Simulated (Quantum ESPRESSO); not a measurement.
**MnS (Browneite): one coupling from two orders, and a test**

Can a spin model with one coupling foretell the energy of a further order of MnS (Browneite)?

Method: LDA with U = 4 eV on Mn d (ortho-atomic projectors); plane waves with GBRV 1.5 LDA potentials, no spin-orbit coupling, in Quantum ESPRESSO 7.5.

### Step 1. The structure

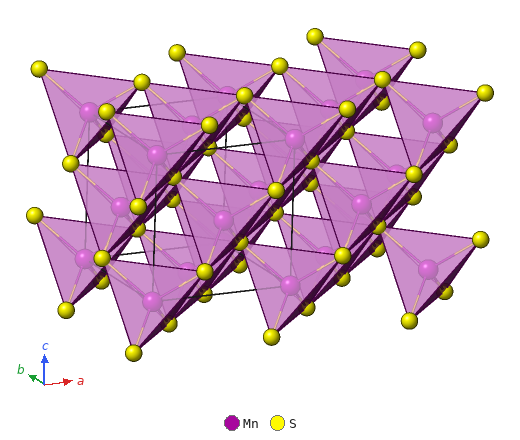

The starting structure, seen slightly off an axis (manganese purple, sulfur yellow). 2×1×1 cells are drawn. This picture shows the conventional cell, with its axes. Some periodic images of atoms are drawn too.

The cell comes from the Crystallography Open Database.

### Step 2. The parallel order

All energies count from this run.

pw.in reads:

```
&CONTROL
  calculation = 'scf'
  prefix = 'pwscf'
  outdir = './tmp'
  pseudo_dir = './pseudo'
  disk_io = 'nowf'
/
&SYSTEM
  ibrav = 0
  celldm(1) = 8
  nat = 2
  ntyp = 2
  ecutwfc = 40
  ecutrho = 280
  nbnd = 19
  occupations = 'smearing'
  smearing = 'fd'
  degauss = 0.00367493
  nspin = 2
  starting_magnetization(1) = 0.3
  starting_magnetization(2) = 0
/
&ELECTRONS
  conv_thr = 4d-09
  electron_maxstep = 150
  mixing_beta = 0.3
/
ATOMIC_SPECIES
Mn     54.9380 mn_lda_v1.5.uspp.F.UPF
S      32.0600 s_lda_v1.4.uspp.F.UPF
CELL_PARAMETERS alat
   0.0000000000000    0.6614041436190    0.6614041436190
   0.6614041436190    0.0000000000000    0.6614041436190
   0.6614041436190    0.6614041436190    0.0000000000000
ATOMIC_POSITIONS crystal
Mn      0.0000000000    0.0000000000    0.0000000000
S       0.2500000000    0.2500000000    0.2500000000
K_POINTS automatic
6 6 6 0 0 0
HUBBARD {ortho-atomic}
U Mn-3d 4.0000
```

Command:

```bash
OMP_NUM_THREADS=1 mpirun -n 4 pw.x -nk 4 -in pw.in > pw.out
```

The log of the run:

```text
Program PWSCF v.7.5 starts
     [... lines left out ...]
     number of atoms/cell      =            2
     [... lines left out ...]
     number of electrons       =        21.00
     number of Kohn-Sham states=           19
     kinetic-energy cutoff     =      40.0000  Ry
     charge density cutoff     =     280.0000  Ry
     scf convergence threshold =      4.0E-09
     [... lines left out ...]
     24 Sym. Ops. (no inversion) found
     [... lines left out ...]
     number of k points=    16  Fermi-Dirac smearing, width (Ry)=  0.0037
     [... lines left out ...]
     iteration # 10     ecut=    40.00 Ry     beta= 0.30
     [... lines left out ...]
     Magnetic moment per site  (integrated on atomic sphere of radius R)
     atom   1 (R=0.236)  charge= 12.9167  magn=  4.3324
     atom   2 (R=0.236)  charge=  4.2231  magn=  0.0719
     [... lines left out ...]
     Tr[ns(  1)] (up, down, total) =   4.95479  0.28015  5.23494
     [... lines left out ...]
     the Fermi energy is     7.3645 ev
!    total energy              =    -235.24094600 Ry
     estimated scf accuracy    <          2.9E-09 Ry
     smearing contrib. (-TS)   =      -0.00000011 Ry
     [... lines left out ...]
     total magnetization       =     5.00 Bohr mag/cell
     absolute magnetization    =     5.00 Bohr mag/cell
     convergence has been achieved in  10 iterations
   JOB DONE.
```

Wall time 4.7 s (4 MPI ranks of Arm Neoverse V1, shared host); peak memory 0.32 GiB.

Spin moment in the atom's sphere by atom:

```
atom  spin moment in the atom's sphere (μB)
 Mn1                                   4.33
  S2                                   0.07
```

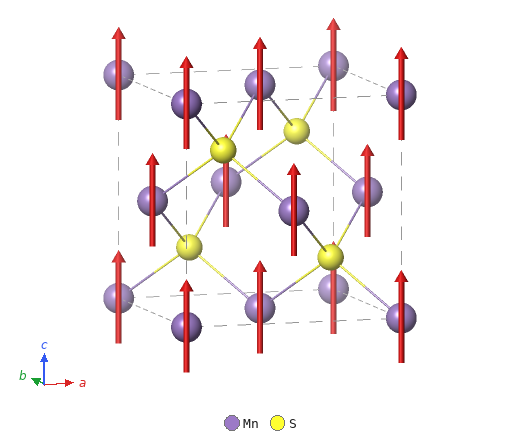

Spin moment in the atom's sphere as arrows, the longest 4.33 μB. Up and down stand for the sign. Arrows give size and sign along the axis of quantisation, drawn up and down the page. Bonds to atoms that aren't drawn are left out. Some periodic images of atoms are drawn too.

This step gave:

| Quantity | Value |
| --- | --- |
| smearing term TS | 1.47e-6 eV |
| magnetization | 5 μB |
| absolute magnetization | 5 μB |
| final state | ferromagnetic |

### Step 3. The orders used for the fit

The other orders were run with the same settings, on meshes that hold the same points. Free energies are divided by the number of Mn atoms; q is in fractions of the reciprocal vectors of the first run's cell.

| order | atoms | mesh | free energy (eV) | eV per Mn | largest moment (μB) |
| --- | --- | --- | --- | --- | --- |
| F + | 2 | 6×6×6 | -3200.6161 | -3200.6161 | 4.33 |
| AF q=(0,1/2,1/2) +- | 4 | 6×3×6 | -6401.4590 | -3200.7295 | 4.25 |

### Step 4. Counting neighbours

With E = −Σ J e_i·e_j over ordered pairs of unit vectors, turning a neighbour from parallel to opposed costs 2J a Mn atom. So an order lies 2 Σ n J over the parallel one, n being the opposed neighbours in each shell.

```
shell  distance (Å)  neighbours  opposed in AF q=(0,1/2,1/2) +-  opposed in AF q=(0,0,1/2) +-
   J1          3.96          12                               8                             6
   J2          5.60           6                               0                             6
```

Only J1 is kept, as an effective coupling that takes up all reversed shells.

### Step 5. Solving

```
2 × 8 × J1 = -113.4 meV    (AF q=(0,1/2,1/2) +-)
J1 = -7.09 meV
```

### Step 6. The test

The couplings now give the orders that were left out:

```
2 × 6 × (-7.09) = -85.1 meV    (AF q=(0,0,1/2) +-)
```

The runs themselves:

```csv
order,atoms,mesh,free energy (eV),eV per Mn,largest moment (μB),over the parallel order (meV),foretold (meV)
"AF q=(0,0,1/2) +-",4,6×6×3,-6401.4065,-3200.7032,4.27,-87.1,-85.1
```

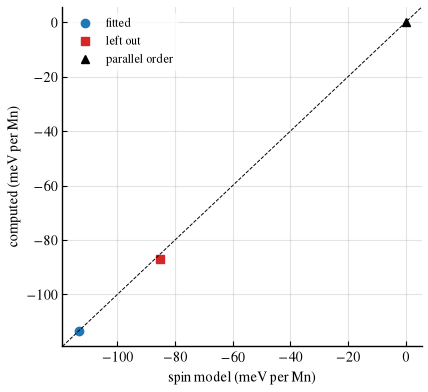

Computed energies of the orders against the model; the dashed line marks agreement.

### Step 7. Outcome

```
effective J1 (Mn–Mn at 3.96 Å)      : -7.09 meV
largest miss on the orders left out : 2.0 meV
```

In words: The model misses the order left out by 2.0 meV, 1.8 % of the largest energy difference, so it holds on this test. The largest moment changes by 1.9 % between the orders. Shells that were dropped are folded into the couplings or show in the miss.

[Logs and program files are shortened in this print: banners, set-up blocks, solver, clock and traceback lines can be left out without a mark of their own.]

[Logs are printed without paths, hosts, clocks, repeated set-up lines and the standing remarks that a program may print on its own settings, such as how far it seeks lower states.]

[Hosts, paths, dates, database ids (printed as entryN), source tags and the programs' standing remarks are cut or masked in the printed files.]

[Where a cell is said to come from a database of computed structures, the database is the Materials Project.]
